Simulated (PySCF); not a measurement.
# AlH (SMILES [AlH]): QCISD(T)/def2-SVP

What is the energy change on altering one bond length of AlH at QCISD(T)/def2-SVP? 

Program for the calculation: PySCF 2.14.0.

10 further runs of the same task are left out: 10 set aside as unsound or not needed.

### Step 1. The structure to begin with

AlH has 2 atoms, charge 0, and is taken as a singlet. As SMILES, `[AlH]`. The coordinates come from a PBE0-D4/def2-TZVP relaxation.

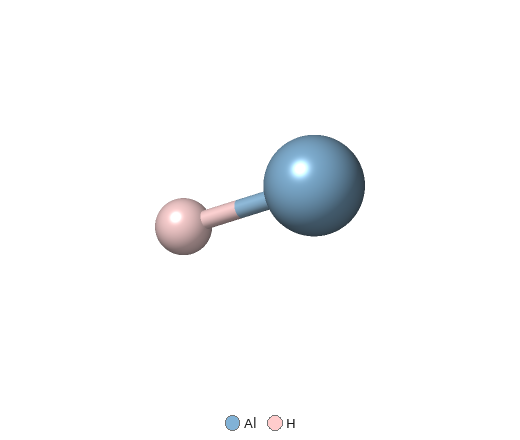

Viewed from a chosen angle; aluminium light blue, hydrogen pink.

### Step 2. The energy at QCISD(T)/def2-SVP

The input, calc.py:

```python
# AlH
from pyscf import gto, scf, cc

mol = gto.M(
    atom='''
Al     0.000000     0.000000    -0.048453
H      0.000000     0.000000     3.097469
''',
    unit='bohr',
    max_memory=1860,
    verbose=3,
    basis='def2-svp',
)

mf = scf.RHF(mol)
mf.conv_tol = 1e-10
mf.kernel()
if not mf.converged:
    mf = mf.newton().run(mf.mo_coeff, mf.mo_occ)

mycc = cc.QCISD(mf, frozen=5)
mycc.kernel()
e_t = mycc.qcisd_t()
energy = mycc.e_tot + e_t
print('E = %.10f Eh' % energy)
```

Started as:

```console
$ OMP_NUM_THREADS=1 python calc.py
```

What it wrote:

```text
converged SCF energy = -242.372850938479
E(QCISD) = -242.4433315836958  E_corr = -0.07048064521638751
QCISD(T) correction = -0.000899056169148397
E = -242.4442306399 Eh
```

Wall time 0.66 s (1 thread of Arm Neoverse V2, shared host); peak memory 0.1 GiB.

### Step 3. The distorted shape

The input, job.py:

```python
from pyscf import gto, cc

mol = gto.Mole()
mol.atom = '''
Al     0.000000     0.000000    -1.357490
H      0.000000     0.000000     1.639110
'''
mol.charge = 0
mol.verbose = 3
mol.basis = 'def2-svp'
mol.max_memory = 1860
mol.build()

myscf = mol.RHF()
myscf.conv_tol = 1e-10
myscf.kernel()
if not myscf.converged:
    myscf = myscf.newton().run(myscf.mo_coeff, myscf.mo_occ)

mycc = cc.QCISD(myscf, frozen=5)
mycc.kernel()
e_t = mycc.qcisd_t()
e_tot = mycc.e_tot + e_t
print(f'total energy: {e_tot:.8f} hartree')
```

Started as:

```console
$ OMP_NUM_THREADS=1 python job.py
```

What it wrote:

```text
converged SCF energy = -242.27568848548
E(QCISD) = -242.3606494517243  E_corr = -0.08496096624396456
QCISD(T) correction = -0.00234804684837622
total energy: -242.36299750 hartree
```

Run time: 0.78 s. Hardware: 1 thread of Arm Neoverse V2, shared host; peak memory 0.11 GiB.

### Step 4. Outcome

Level: QCISD(T)/def2-SVP, 5 core orbitals frozen.

```
                                                          quantity          value
                                         first shape: total energy  -242.44423 Eh
                 first shape: dipole moment (Hartree–Fock density)         0.21 D
                  first shape: HOMO energy (Hartree–Fock orbitals)       -7.82 eV
                  first shape: LUMO energy (Hartree–Fock orbitals)        0.95 eV
                first shape: HOMO–LUMO gap (Hartree–Fock orbitals)        8.77 eV
          first shape: correlation energy (5 core orbitals frozen)      -71.4 mEh
                                       first shape: (T) correction      -0.90 mEh
                                        first shape: T1 diagnostic          0.015
                                     distorted shape: total energy  -242.36300 Eh
             distorted shape: dipole moment (Hartree–Fock density)         5.78 D
              distorted shape: HOMO energy (Hartree–Fock orbitals)       -6.82 eV
              distorted shape: LUMO energy (Hartree–Fock orbitals)        0.06 eV
            distorted shape: HOMO–LUMO gap (Hartree–Fock orbitals)        6.88 eV
      distorted shape: correlation energy (5 core orbitals frozen)      -87.3 mEh
                                   distorted shape: (T) correction      -2.35 mEh
                                    distorted shape: T1 diagnostic          0.070
energy change with the Al1–H2 bond stretched from 1.665 to 2.997 Å       2.210 eV
```

What this shows: One bond (distorted shape) is far stretched, which a spin-restricted single reference describes badly; perturbation theory on it can break down and give far too much correlation. With the Al1–H2 bond stretched from 1.665 to 2.997 Å the energy rises by 2.21 eV (213 kJ/mol). The first shape isn't relaxed at this level, so the change isn't measured from a minimum. A restricted reference can't describe the breaking bond well at this length. The triples (first shape) make up 1.3 % of the correlation energy. The T1 diagnostic (distorted shape) of 0.070 is above the customary mark for such species, so a single reference may not serve. The triples (distorted shape) make up 2.7 % of the correlation energy.
